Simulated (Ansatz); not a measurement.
# CuH4NO: the cost of one run

Method: RKS PBE/def2-SVP, in Ansatz 0.2.0.

### Step 1. The system as given

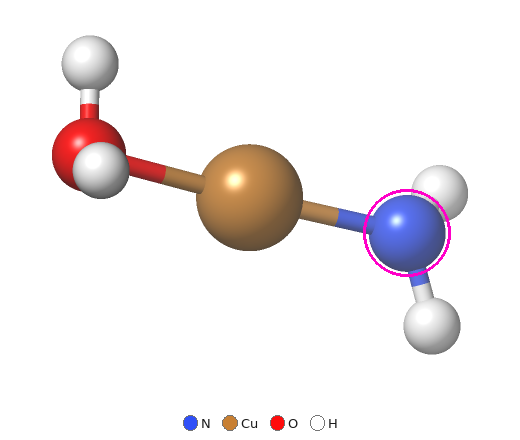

Start, viewed from a free direction; nitrogen blue, copper orange, oxygen red, hydrogen white. Ringed: N1.

As a file:

```xyz
7

N    -1.0944    1.1989   -0.5505
Cu   -0.0009   -0.0207    0.1212
O     1.1491   -1.3644    0.7000
H    -0.7847    2.1608   -0.5415
H    -2.0458    1.2041   -0.2102
H     0.7999   -2.1158    0.1924
H     1.9768   -1.0630    0.2885
```

### Step 2. End point A

input.yaml

```yaml
crystal:
  periodic: [false, false, false]
  atoms:
    - { symbol: "N", position_ang: [-1.09438, 1.19887, -0.55048] }
    - { symbol: Cu, position_ang: [-0.00088, -0.02065, 0.12123] }
    - { symbol: O, position_ang: [1.14907, -1.36436, 0.69997] }
    - { symbol: H, position_ang: [-0.78468, 2.16084, -0.54155] }
    - { symbol: H, position_ang: [-2.04584, 1.20408, -0.21016] }
    - { symbol: H, position_ang: [0.79987, -2.11583, 0.19244] }
    - { symbol: H, position_ang: [1.97684, -1.06295, 0.28853] }
basis:
  gaussian: { orbitals: def2-SVP }
hamiltonian:
  xc: pbe
relax:
  f_tol: 0.015
  max_steps: 40
output:
  orbitals: {}
```

Started as:

```console
$ ansatz run input.yaml --threads 1 --pin off --max-ram 2048MiB --backend cpu --events-out ev --progress --plain --runs-dir out
```

Q: Estimate wall time and peak memory on 1 thread of Arm Neoverse V1, shared host.

About 33 s, with a peak of 0.12 GiB.
